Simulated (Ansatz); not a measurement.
**WO3, response to strain**

The parent structure is WO₃ (space group P4/nmm, No. 129).

```
CELL_PARAMETERS angstrom
      5.31455     0.00000     0.00000
      0.00000     5.31455     0.00000
      0.00000     0.00000     3.93319
ATOMIC_POSITIONS crystal
  W  0.50000 0.00000 0.93554
  W  0.00000 0.50000 0.06446
  O  0.50000 0.00000 0.48943
  O  0.00000 0.50000 0.51057
  O  0.25000 0.25000 0.00000
  O  0.25000 0.75000 0.00000
  O  0.75000 0.75000 0.00000
  O  0.75000 0.25000 0.00000
```

Strains are applied to the cell and any free atomic positions relax.

All numbers come from Kohn–Sham DFT with the PBEsol functional, run in Ansatz (a first-principles code) with PAW and 420 eV plane waves, no spin-orbit coupling.

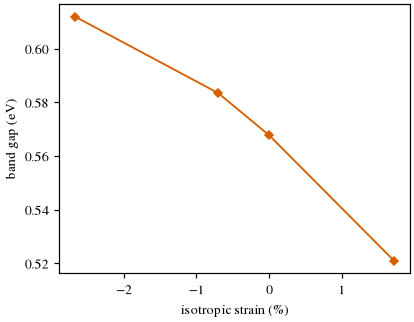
Figure: Band gap against isotropic strain

| isotropic strain (%) | band gap |
|---|---|
| -2.67 | 0.61 eV |
| -0.7 | 0.58 eV |
| 1.72 | 0.52 eV |

With W present, leaving out spin-orbit coupling can change the band edges. No phonon test of stability was made.
